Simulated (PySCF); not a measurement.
**SVWN5/STO-3G run of C2H6Si (vinylsilane)**

We compute a geometry optimisation of C2H6Si (vinylsilane). The job is set up through a Python script.

Program for the calculation: PySCF 2.14.0.

1 further run of the same task is left out (set aside as unsound or not needed).

## (1) The structure to begin with

The species is C2H6Si (9 atoms), meant as a singlet with charge 0. SMILES: `C=C[SiH3]`. Geometry: relaxed at PBE0-D4/def2-TZVP. The run starts from this shape.

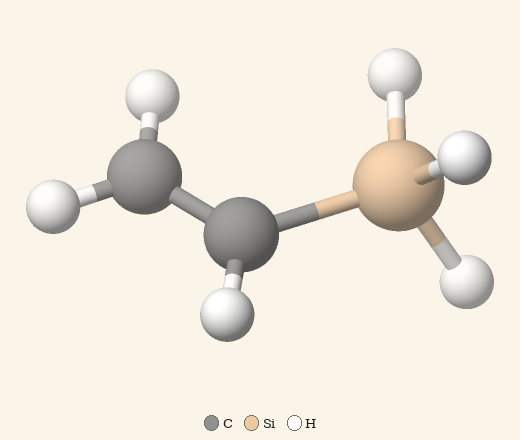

Viewed from a chosen angle; carbon grey, silicon light orange, hydrogen white.

## (2) A geometry optimisation at SVWN5/STO-3G

calc.py

```python
from pyscf import gto, dft
from pyscf.geomopt.geometric_solver import kernel as optimise

mol = gto.M(
    atom='''
C     -1.348698     1.644440    -1.981000
C     -0.134737     1.346430     0.199555
Si     1.059380    -1.761225     1.322997
H     -1.711525     0.062361    -3.238802
H     -2.034668     3.474450    -2.610657
H      0.168942     3.008444     1.374965
H      3.847104    -1.689226     1.689037
H      0.422165    -3.727296    -0.580713
H     -0.100533    -2.445873     3.792113
''',
    spin=0,
    basis='sto-3g',
    max_memory=1860,
    unit='bohr',
    verbose=3,
)

myscf = dft.RKS(mol, xc='svwn')
myscf.conv_tol = 1e-10
myscf.grids.level = 4
converged, mol_eq = optimise(myscf, maxsteps=60, convergence_set='GAU_TIGHT')
print('converged:', converged)
print(mol_eq.tostring())

myscf.reset(mol_eq)
mol = mol_eq
myscf.kernel()
if not myscf.converged:
    myscf = myscf.newton().run(myscf.mo_coeff, myscf.mo_occ)
etot = myscf.e_tot
print(f'total energy: {etot:.8f} hartree')
```

On the command line:

```sh
$ OMP_NUM_THREADS=1 python calc.py
```

The program printed:

```text
convergence_set           GAU_TIGHT
maxiter                   60
----------------------------------------------------------
Custom engine selected.
Bonds will be generated from interatomic distances less than 1.20 times sum of covalent radii
27 internal coordinates being used (instead of 27 Cartesians)
Internal coordinate system (atoms numbered from 1):
Distance 1-2
Distance 1-4
Distance 1-5
Distance 2-3
Distance 2-6
Distance 3-7
Distance 3-8
Distance 3-9
Angle 2-1-5
Angle 4-1-5
Angle 1-2-6
Angle 3-2-6
Angle 2-3-7
Angle 2-3-8
Angle 2-3-9
Angle 7-3-8
Angle 7-3-9
Angle 8-3-9
Out-of-Plane 1-2-4-5
Out-of-Plane 2-1-3-6
Dihedral 4-1-2-3
Dihedral 4-1-2-6
Dihedral 5-1-2-3
Dihedral 5-1-2-6
Dihedral 1-2-3-7
Dihedral 1-2-3-8
Dihedral 1-2-3-9
Dihedral 6-2-3-7
Dihedral 6-2-3-8
Dihedral 6-2-3-9
Translation-X 1-9
Translation-Y 1-9
Translation-Z 1-9
Rotation-A 1-9
Rotation-B 1-9
Rotation-C 1-9
> ===== Optimization Info: ====
> Job type: Energy minimization
> Maximum number of optimization cycles: 60
> Initial / maximum trust radius (Angstrom): 0.100 / 0.300
> Convergence Criteria:
> Will converge when all 5 criteria are reached:
>  |Delta-E| < 1.00e-06
>  RMS-Grad  < 1.00e-05
>  Max-Grad  < 1.50e-05
>  RMS-Disp  < 4.00e-05
>  Max-Disp  < 6.00e-05
> === End Optimization Info ===

Geometry optimization cycle 1
Cartesian coordinates (Angstrom)
 Atom        New coordinates             dX        dY        dZ
   C  -0.713700   0.870200  -1.048300    0.000000  0.000000  0.000000
   C  -0.071300   0.712500   0.105600    0.000000  0.000000  0.000000
  Si   0.560600  -0.932000   0.700100    0.000000  0.000000  0.000000
[... 5 lines of this table left out ...]
   H  -0.053200  -1.294300   2.006700    0.000000  0.000000  0.000000
converged SCF energy = -363.004898704067
--------------- RKS_Scanner gradients ---------------
         x                y                z
0 C    -0.0014667404     0.0008091000    -0.0024699618
1 C    -0.0043934700     0.0120483275    -0.0039020775
2 Si    -0.0050403389     0.0133201259    -0.0046931409
[... 5 lines of this table left out ...]
8 H    -0.0063025937    -0.0046347892     0.0148257589
----------------------------------------------
cycle 1: E = -363.004898704  dE = -363.005  norm(grad) = 0.0400237
Step    0 : Gradient = 1.334e-02/1.730e-02 (rms/max) Energy = -363.0048987041
Hessian Eigenvalues: 2.30000e-02 2.30000e-02 2.51916e-02 ... 3.52036e-01 3.52145e-01 5.94938e-01

Geometry optimization cycle 2
Cartesian coordinates (Angstrom)
 Atom        New coordinates             dX        dY        dZ
   C  -0.714258   0.863422  -1.051909   -0.000557 -0.006778 -0.003609
   C  -0.065991   0.688486   0.106671    0.005308 -0.024014  0.001071
  Si   0.566194  -0.942605   0.706735    0.005594 -0.010605  0.006636
[... 5 lines of this table left out ...]
   H  -0.033024  -1.278053   1.969479    0.020176  0.016247 -0.037221
converged SCF energy = -363.00696257132
--------------- RKS_Scanner gradients ---------------
         x                y                z
0 C    -0.0001174217    -0.0016657568    -0.0008366772
1 C     0.0011389740    -0.0017282544     0.0015241313
2 Si     0.0021699111    -0.0050293673     0.0022771559
[... 5 lines of this table left out ...]
8 H     0.0030718376     0.0013541035    -0.0059402514
----------------------------------------------
cycle 2: E = -363.006962571  dE = -0.00206387  norm(grad) = 0.0142699
Step    1 : Displace = 3.483e-02/5.618e-02 (rms/max) Trust = 1.000e-01 (=) Grad = 4.757e-03/7.267e-03 (rms/max) E (change) = -363.0069625713 (-2.064e-03) Quality = 0.663
Hessian Eigenvalues: 2.30000e-02 2.30000e-02 2.51916e-02 ... 3.52041e-01 3.55914e-01 6.00851e-01

Geometry optimization cycle 3
Cartesian coordinates (Angstrom)
 Atom        New coordinates             dX        dY        dZ
   C  -0.713352   0.869170  -1.048140    0.000905  0.005748  0.003770
   C  -0.066180   0.695965   0.108918   -0.000189  0.007479  0.002247
  Si   0.562909  -0.940819   0.701114   -0.003285  0.001785 -0.005621
[... 5 lines of this table left out ...]
   H  -0.043543  -1.279722   1.976002   -0.010519 -0.001668  0.006523
converged SCF energy = -363.00726379807
--------------- RKS_Scanner gradients ---------------
         x                y                z
0 C    -0.0003041882     0.0013180640    -0.0001032761
1 C     0.0001232230    -0.0013803133    -0.0002658338
2 Si    -0.0002163008     0.0005157337    -0.0002211208
[... 5 lines of this table left out ...]
8 H    -0.0001050421    -0.0001199652     0.0003679824
----------------------------------------------
cycle 3: E = -363.007263798  dE = -0.000301227  norm(grad) = 0.00270701
Step    2 : Displace = 1.471e-02/2.999e-02 (rms/max) Trust = 1.000e-01 (=) Grad = 9.023e-04/1.411e-03 (rms/max) E (change) = -363.0072637981 (-3.012e-04) Quality = 0.850
Hessian Eigenvalues: 2.29999e-02 2.30000e-02 2.51916e-02 ... 3.50169e-01 3.53759e-01 6.00942e-01

Geometry optimization cycle 4
[... 7 lines left out ...]
converged SCF energy = -363.007258749608
[... 20 lines left out ...]
converged SCF energy = -363.007282842959
[... 20 lines left out ...]
converged SCF energy = -363.007282618659
[... 20 lines left out ...]
converged SCF energy = -363.00728320428
[... 20 lines left out ...]
converged SCF energy = -363.007283236631
[... 20 lines left out ...]
converged SCF energy = -363.007283237584
[... 20 lines left out ...]
converged SCF energy = -363.007283238446
[... 20 lines left out ...]
converged SCF energy = -363.007283240319
[... 6 lines left out ...]
8 H    -0.0000042954     0.0000012716     0.0000002022
----------------------------------------------
cycle 11: E = -363.00728324  dE = -1.87327e-09  norm(grad) = 2.27758e-05
Step   10 : Displace = 1.768e-04/2.549e-04 (rms/max) Trust = 1.862e-04 (-) Grad = 7.592e-06/1.163e-05 (rms/max) E (change) = -363.0072832403 (-1.873e-09) Quality = 0.283
Hessian Eigenvalues: 6.24520e-04 2.30000e-02 2.51900e-02 ... 4.70026e-01 5.06111e-01 6.85857e-01

Geometry optimization cycle 12
Cartesian coordinates (Angstrom)
 Atom        New coordinates             dX        dY        dZ
   C  -0.712585   0.866171  -1.049154    0.000316 -0.000407  0.000051
   C  -0.064662   0.691806   0.107088    0.000436 -0.000335 -0.000006
  Si   0.565272  -0.943879   0.702351    0.000302 -0.000407 -0.000076
[... 5 lines of this table left out ...]
   H  -0.042752  -1.279740   1.976358    0.000167 -0.000550 -0.000178
converged SCF energy = -363.007283244656
--------------- RKS_Scanner gradients ---------------
         x                y                z
0 C    -0.0000051111     0.0000005302    -0.0000093840
1 C    -0.0000036260    -0.0000005295    -0.0000060317
2 Si     0.0000009318    -0.0000006508     0.0000014621
[... 5 lines of this table left out ...]
8 H    -0.0000014992     0.0000011030     0.0000004767
----------------------------------------------
cycle 12: E = -363.007283245  dE = -4.33715e-09  norm(grad) = 1.87364e-05
Step   11 : Displace = 1.905e-04/2.791e-04 (rms/max) Trust = 1.862e-04 (=) Grad = 6.245e-06/1.070e-05 (rms/max) E (change) = -363.0072832447 (-4.337e-09) Quality = 0.364
Hessian Eigenvalues: 5.58855e-04 2.30000e-02 2.36497e-02 ... 4.63022e-01 5.67365e-01 6.77897e-01

Geometry optimization cycle 13
Cartesian coordinates (Angstrom)
 Atom        New coordinates             dX        dY        dZ
   C  -0.712215   0.865714  -1.049113    0.000369 -0.000457  0.000041
   C  -0.064143   0.691351   0.107044    0.000518 -0.000455 -0.000043
  Si   0.565649  -0.944395   0.702271    0.000376 -0.000517 -0.000080
[... 5 lines of this table left out ...]
   H  -0.042561  -1.280365   1.976162    0.000191 -0.000625 -0.000196
converged SCF energy = -363.007283245295
--------------- RKS_Scanner gradients ---------------
         x                y                z
0 C    -0.0000040099    -0.0000002305    -0.0000063933
1 C    -0.0000018485    -0.0000007659    -0.0000027626
2 Si    -0.0000011262    -0.0000017481    -0.0000027809
[... 5 lines of this table left out ...]
8 H    -0.0000004440     0.0000006961     0.0000007164
----------------------------------------------
cycle 13: E = -363.007283245  dE = -6.38636e-10  norm(grad) = 1.331e-05
Step   12 : Displace = 1.893e-04/2.705e-04 (rms/max) Trust = 1.862e-04 (=) Grad = 4.437e-06/7.550e-06 (rms/max) E (change) = -363.0072832453 (-6.386e-10) Quality = 0.061
Hessian Eigenvalues: 4.47656e-04 1.45403e-02 2.30000e-02 ... 4.58977e-01 5.25355e-01 6.93761e-01

Geometry optimization cycle 14
Cartesian coordinates (Angstrom)
 Atom        New coordinates             dX        dY        dZ
   C  -0.711936   0.865394  -1.049094    0.000279 -0.000320  0.000019
   C  -0.063788   0.691008   0.107017    0.000355 -0.000343 -0.000028
  Si   0.565918  -0.944774   0.702219    0.000269 -0.000378 -0.000052
[... 5 lines of this table left out ...]
   H  -0.042385  -1.280794   1.976051    0.000176 -0.000429 -0.000111
converged SCF energy = -363.007283245205
--------------- RKS_Scanner gradients ---------------
         x                y                z
0 C    -0.0000013269    -0.0000000230    -0.0000007874
1 C    -0.0000000202    -0.0000001633     0.0000009351
2 Si    -0.0000014416    -0.0000004005    -0.0000027728
[... 5 lines of this table left out ...]
8 H     0.0000002427     0.0000005526     0.0000001343
----------------------------------------------
cycle 14: E = -363.007283245  dE = 9.03242e-11  norm(grad) = 6.55926e-06
Step   13 : Displace = 9.271e-05/1.336e-04 (rms/max) Trust = 9.308e-05 (-) Grad = 2.186e-06/3.430e-06 (rms/max) E (change) = -363.0072832452 (+9.032e-11) Quality = -0.013
Hessian Eigenvalues: 3.34213e-04 6.44224e-03 2.30000e-02 ... 4.76306e-01 5.45703e-01 7.02740e-01

Geometry optimization cycle 15
Cartesian coordinates (Angstrom)
 Atom        New coordinates             dX        dY        dZ
   C  -0.711645   0.865085  -1.049089    0.000291 -0.000308  0.000006
   C  -0.063457   0.690656   0.106993    0.000331 -0.000352 -0.000024
  Si   0.566181  -0.945156   0.702172    0.000263 -0.000382 -0.000047
[... 5 lines of this table left out ...]
   H  -0.042171  -1.281197   1.975974    0.000214 -0.000403 -0.000077
converged SCF energy = -363.007283245134
--------------- RKS_Scanner gradients ---------------
         x                y                z
0 C     0.0000017458     0.0000006387     0.0000053783
1 C     0.0000015519     0.0000007178     0.0000042712
2 Si    -0.0000015460     0.0000013773    -0.0000018334
[... 5 lines of this table left out ...]
8 H     0.0000003648     0.0000004031    -0.0000002507
----------------------------------------------
cycle 15: E = -363.007283245  dE = 7.06564e-11  norm(grad) = 1.17586e-05
Step   14 : Displace = 4.582e-05/6.634e-05 (rms/max) Trust = 4.636e-05 (-) Grad = 3.920e-06/6.680e-06 (rms/max) E (change) = -363.0072832451 (+7.066e-11) Quality = -0.010
Hessian Eigenvalues: 2.08348e-04 2.89265e-03 2.30000e-02 ... 4.68855e-01 6.74592e-01 8.37825e-01

Geometry optimization cycle 16
Cartesian coordinates (Angstrom)
 Atom        New coordinates             dX        dY        dZ
   C  -0.711312   0.864749  -1.049095    0.000333 -0.000336 -0.000006
   C  -0.063105   0.690254   0.106966    0.000353 -0.000402 -0.000026
  Si   0.566472  -0.945590   0.702119    0.000290 -0.000434 -0.000052
[... 5 lines of this table left out ...]
   H  -0.041905  -1.281626   1.975910    0.000267 -0.000430 -0.000063
converged SCF energy = -363.007283245325
--------------- RKS_Scanner gradients ---------------
         x                y                z
0 C     0.0000039200     0.0000014506     0.0000097402
1 C     0.0000021729     0.0000016533     0.0000058253
2 Si    -0.0000008555     0.0000033590     0.0000007386
[... 5 lines of this table left out ...]
8 H     0.0000000502     0.0000004014    -0.0000007366
----------------------------------------------
cycle 16: E = -363.007283245  dE = -1.90823e-10  norm(grad) = 1.86831e-05
Step   15 : Displace = 2.461e-05/3.842e-05 (rms/max) Trust = 2.291e-05 (-) Grad = 6.228e-06/1.060e-05 (rms/max) E (change) = -363.0072832453 (-1.908e-10) Quality = 0.024
Hessian Eigenvalues: 2.08348e-04 2.89265e-03 2.30000e-02 ... 4.68855e-01 6.74592e-01 8.37825e-01
Converged! =D

converged: True
C          -0.71131191        0.86474921       -1.04909451
C          -0.06310455        0.69025436        0.10696632
Si          0.56647161       -0.94558990        0.70211945
[... 5 lines of this table left out ...]
H          -0.04190452       -1.28162645        1.97591039
converged SCF energy = -363.007283245325
total energy: -363.00728325 hartree
```

It took 16 s on 1 thread of AMD EPYC 9R45 (Zen 5), shared host; peak memory 0.23 GiB.

Steps, from the record of the run:

```csv
step,energy from the first frame kept (eV),largest force (eV/Å)
0,0.0000,0.8897
1,-0.0562,0.3737
2,-0.0644,0.0726
3,-0.0642,0.0904
4,-0.0649,0.0087
5,-0.0649,0.0088
6,-0.0649,0.0026
7,-0.0649,0.0003
8,-0.0649,0.0003
9,-0.0649,0.0008
10,-0.0649,0.0006
11,-0.0649,0.0006
12,-0.0649,0.0004
13,-0.0649,0.0002
14,-0.0649,0.0003
15,-0.0649,0.0005
```

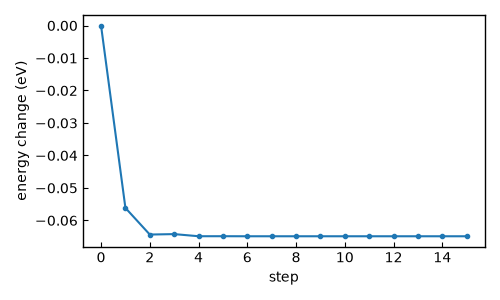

Energy along the run.

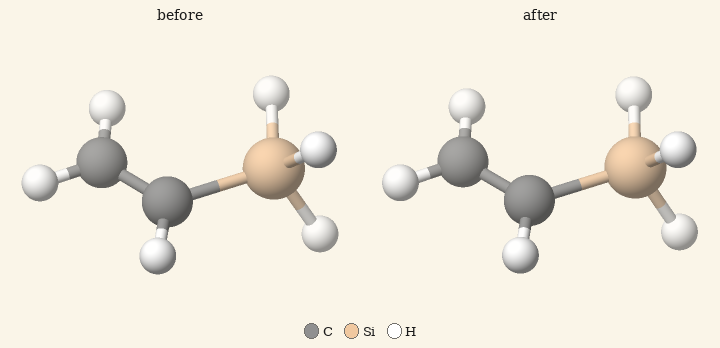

Before and after, at one scale.

After the run. Bond lengths: C1–C2 1.337 Å, C2–Si3 1.851 Å, C1–H4 1.100 Å, C1–H5 1.100 Å, C2–H6 1.101 Å, Si3–H7 1.451 Å, Si3–H8 1.449 Å, Si3–H9 1.451 Å. Some angles: C1–C2–Si3 123.9°, C1–C2–H6 118.0°, Si3–C2–H6 118.1°, C2–C1–H4 122.1°, C2–C1–H5 122.4°, C2–Si3–H7 110.1°, C2–Si3–H8 109.4°, C2–Si3–H9 110.1°, H4–C1–H5 115.4°, H7–Si3–H8 109.5°.

## (3) Summary of results

At SVWN5/STO-3G:

| quantity | value |
| --- | --- |
| total energy at the end | -363.00728 Eh |
| dipole moment | 0.13 D |
| HOMO energy | -4.44 eV |
| LUMO energy | 2.22 eV |
| HOMO–LUMO gap | 6.66 eV |

What this shows: At the final geometry: Bond lengths: C1–C2 1.337 Å, C2–Si3 1.851 Å, C1–H4 1.100 Å, C1–H5 1.100 Å, C2–H6 1.101 Å, Si3–H7 1.451 Å, Si3–H8 1.449 Å, Si3–H9 1.451 Å. Some angles: C1–C2–Si3 123.9°, C1–C2–H6 118.0°, Si3–C2–H6 118.1°, C2–C1–H4 122.1°, C2–C1–H5 122.4°, C2–Si3–H7 110.1°, C2–Si3–H8 109.4°, C2–Si3–H9 110.1°, H4–C1–H5 115.4°, H7–Si3–H8 109.5°. The optimisation took 15 steps and changed the energy by -0.065 eV.
